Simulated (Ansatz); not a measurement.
Base system: GaN in the wurtzite structure (space group P6_3mc, No. 186; a = 3.183 Å, c = 5.184 Å).

It is then changed as follows: B takes the place of Ga on all its sites; the structure is relaxed again.

Level of theory: Kohn–Sham DFT with the r2SCAN functional, run in Ansatz (a program for electronic structure) with PAW and 500 eV plane waves, spin-orbit coupling left out.

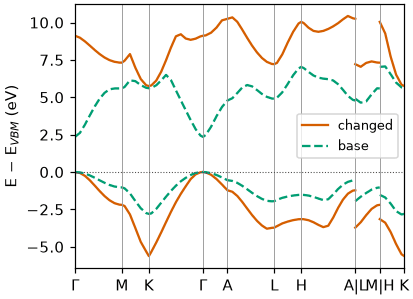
Figure: Highest valence and lowest conduction band along the path, each from its own valence-band maximum

The gap is 5.75 eV, indirect, Γ → K; the base has 2.35 eV.

Whether these cells are dynamically stable was not tested.
